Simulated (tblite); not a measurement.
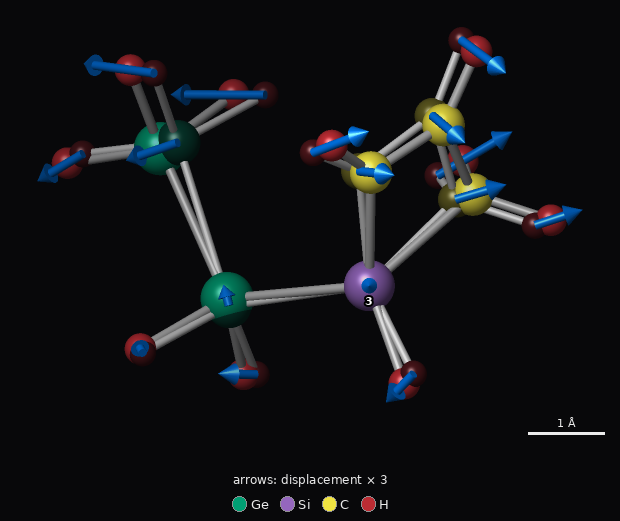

A relaxation of C3H10Ge2Si. The starting structure is drawn faded, the final one solid; blue arrows show the displacements, magnified 3 times. The two geometries are superimposed by the best rigid fit.

The picture is a ball-and-stick view, seen at a tilt.

Computed with tblite 0.8.0, GFN2-xTB geometry optimisation, gas phase. 

Question: Which element moves most?

Answer: Hydrogen: up to 0.50 Å, against 0.30 Å for germanium.

Question: Describe the change and its energy.

Answer: The largest move after the best rigid fit is that of an H atom, 0.50 Å. Largest moves by element: H 0.50 Å, Ge 0.30 Å, C 0.27 Å, Si 0.07 Å. Some distances before and after: C–Si 1.728 → 1.933 Å, C–C 1.409 → 1.334 Å, Ge–H 1.558 → 1.501 Å, Ge–Si 2.301 → 2.354 Å. Among the angles between lasting bonds that change: C–C–C 95.1° → 106.2°, Ge–Ge–Si 108.7° → 118.9°, H–Ge–H 110.1° → 100.0°. The energy falls by 113.8 kJ/mol in 83 geometry steps. The run took 1.1 s on 1 thread of Arm Neoverse N1 (shared host).
